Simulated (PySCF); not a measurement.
# C2H7In (SMILES C[CH2][InH2]) at 6 levels

We compute a comparison of 6 runs (HF/STO-3G, B3LYP/def2-SVP, revPBE/def2-SVP, wB97M-V/def2-SVP, wB97X/def2-SVP, SCS-MP2/def2-SVP) of C2H7In. 

The calculation is run with PySCF 2.14.0.

1 further run of the same task is left out (set aside as unsound or not needed).

## (1) Starting point

C2H7In has 10 atoms, charge 0, and is taken as a singlet. SMILES: `C[CH2][InH2]`. The coordinates come from a PBE0-D4/def2-TZVP relaxation.

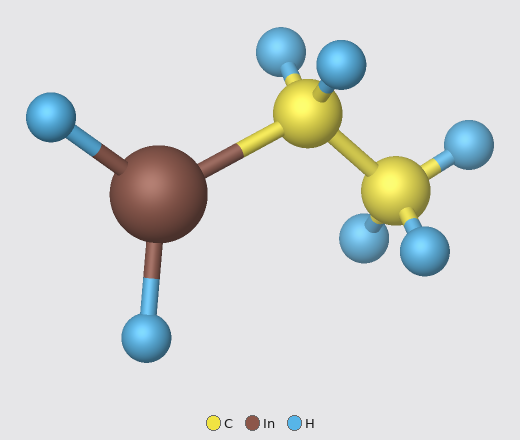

Viewed from a chosen angle; carbon yellow, indium brown, hydrogen blue.

## (2) A single-point energy at HF/STO-3G (run 1)

File run.py:

```python
from pyscf import gto, scf

system = gto.Mole()
system.atom = '''
C     -1.847585     0.723198    -1.690738
C     -0.594697    -1.191094     0.053479
In     2.748418     0.132659     2.006322
H     -3.524906    -0.061416    -2.616515
H     -0.568241     1.355312    -3.184566
H     -2.451164     2.414692    -0.669341
H     -0.042708    -2.892982    -0.987004
H     -1.914293    -1.844373     1.507812
H      4.381330    -1.829444     4.055541
H      3.813845     3.193637     1.525009
'''
system.unit = 'bohr'
system.verbose = 3
system.max_memory = 1860
system.spin = 0
system.basis = 'sto-3g'
system.charge = 0
system.build()

mf = scf.RHF(system)
mf.conv_tol = 1e-10
mf.kernel()
if not mf.converged:
    mf = mf.newton().run(mf.mo_coeff, mf.mo_occ)

energy = mf.e_tot
print('E = %.10f Eh' % energy)
```

Started as:

```bash
OMP_NUM_THREADS=1 python run.py
```

The program printed:

```text
converged SCF energy = -5761.74741596954
E = -5761.7474159695 Eh
```

Run time: 0.81 s. Hardware: 1 thread of Intel Xeon 6975P-C (Granite Rapids), shared host; peak memory 0.12 GiB.

## (3) The energy at B3LYP/def2-SVP (core potential) (run 2)

File run.py:

```python
from pyscf import gto, dft

mol = gto.Mole()
mol.atom = '''
C       -0.977700       0.382700      -0.894700
C       -0.314700      -0.630300       0.028300
In       1.454400       0.070200       1.061700
H       -1.865300      -0.032500      -1.384600
H       -0.300700       0.717200      -1.685200
H       -1.297100       1.277800      -0.354200
H       -0.022600      -1.530900      -0.522300
H       -1.013000      -0.976000       0.797900
H        2.318500      -0.968100       2.146100
H        2.018200       1.690000       0.807000
'''
mol.verbose = 3
mol.charge = 0
mol.ecp = {'In': 'def2-svp'}
mol.basis = 'def2-svp'
mol.max_memory = 1860
mol.build()

mf = dft.RKS(mol, xc='b3lyp')
mf.conv_tol = 1e-10
mf.grids.level = 5
mf.kernel()
if not mf.converged:
    mf = mf.newton().run(mf.mo_coeff, mf.mo_occ)

etot = mf.e_tot
print('Final energy', etot)
```

Started as:

```bash
OMP_NUM_THREADS=1 python run.py
```

The program printed:

```text
converged SCF energy = -270.524198566829
Final energy -270.52419856682883
```

Run time: 14 s. Hardware: 1 thread of Intel Xeon 6975P-C (Granite Rapids), shared host; peak memory 0.45 GiB.

Runs 3 to 5 aren't shown in full; the table further down has their settings and results.

## (4) A single-point energy at SCS-MP2/def2-SVP (core potential) (run 6)

File job.py:

```python
from pyscf import gto, mp

system = gto.M(
    atom='''
C       -0.977700       0.382700      -0.894700
C       -0.314700      -0.630300       0.028300
In       1.454400       0.070200       1.061700
H       -1.865300      -0.032500      -1.384600
H       -0.300700       0.717200      -1.685200
H       -1.297100       1.277800      -0.354200
H       -0.022600      -1.530900      -0.522300
H       -1.013000      -0.976000       0.797900
H        2.318500      -0.968100       2.146100
H        2.018200       1.690000       0.807000
''',
    spin=0,
    max_memory=1860,
    basis='def2-svp',
    verbose=4,
    ecp={'In': 'def2-svp'},
)

myscf = system.RHF()
myscf.conv_tol = 1e-10
myscf.kernel()
if not myscf.converged:
    myscf = myscf.newton().run(myscf.mo_coeff, myscf.mo_occ)

pt = mp.MP2(myscf, frozen=6).run()
e_tot = myscf.e_tot + 1.2 * pt.e_corr_os + pt.e_corr_ss / 3
print('E(%s) = %.9f' % ('SCS-MP2', e_tot))
```

Started as:

```bash
OMP_NUM_THREADS=1 python job.py
```

The program printed:

```text
PySCF version 2.14.0

[... 66 lines left out ...]
converged SCF energy = -268.916156272951
[... 1 line left out ...]
******** <class 'pyscf.mp.mp2.RMP2'> ********
nocc = 14, nmo = 83
frozen orbitals 6
E(RMP2) = -269.305662846043  E_corr = -0.389506573091738
E(SCS-RMP2) = -269.311719276793  E_corr = -0.395563003842303
E_corr(same-spin) = -0.0828979429243644
E_corr(oppo-spin) = -0.306608630167374
E(SCS-MP2) = -269.311719277
```

Wall time 1.6 s (1 thread of Intel Xeon 6975P-C (Granite Rapids), shared host); peak memory 0.21 GiB.

## (5) All runs side by side

```csv
run,level,core potential,integration grid,energy (Eh),dipole moment (D) of the reference,HOMO energy (eV),LUMO energy (eV),wall time
1,HF/STO-3G,–,–,-5761.747416,0.43,-7.57,5.92,0.81 s
2,B3LYP/def2-SVP (core potential),def2-svp,5,-270.524199,0.81,-6.85,-1.78,14 s
3,revPBE/def2-SVP (core potential),def2-svp,5,-270.474813,0.85,-5.88,-2.13,14 s
4,wB97M-V/def2-SVP (core potential),def2-svp,5,-270.332515,0.67,-9.20,0.03,83 s
5,wB97X/def2-SVP (core potential),def2-svp,5,-270.470431,0.71,-9.35,0.28,22 s
6,SCS-MP2/def2-SVP (core potential),def2-svp,–,-269.311719,0.66,-9.74,0.99,1.6 s
```

## (6) Summary of results

| quantity | value |
| --- | --- |
| run 6: total energy | -269.31172 Eh |
| run 6: dipole moment (Hartree–Fock density) | 0.66 D |
| run 6: HOMO energy (Hartree–Fock orbitals) | -9.74 eV |
| run 6: LUMO energy (Hartree–Fock orbitals) | 0.99 eV |
| run 6: HOMO–LUMO gap (Hartree–Fock orbitals) | 10.73 eV |
| run 6: correlation energy (6 core orbitals frozen) | -395.6 mEh |

Over runs 1, 2, 3, 4, 5 the dipole moment (its size) runs from 0.43 D (HF/STO-3G) to 0.85 D (revPBE/def2-SVP). The two ends differ in method and basis and core potential. The two dipoles point in opposite directions. Over runs 1, 2, 3, 4, 5 the HOMO–LUMO gap runs from 3.76 eV (revPBE/def2-SVP) to 13.49 eV (HF/STO-3G). Totals of different functionals can't be ranked against each other. Some runs of one species differ in core potentials or relativity; totals across that change don't compare. In run 1 the basis is minimal, so the values are rough. In run 1 relativity is left out where basis or elements ask for it. All runs together took 2.3 min, the longest 83 s.
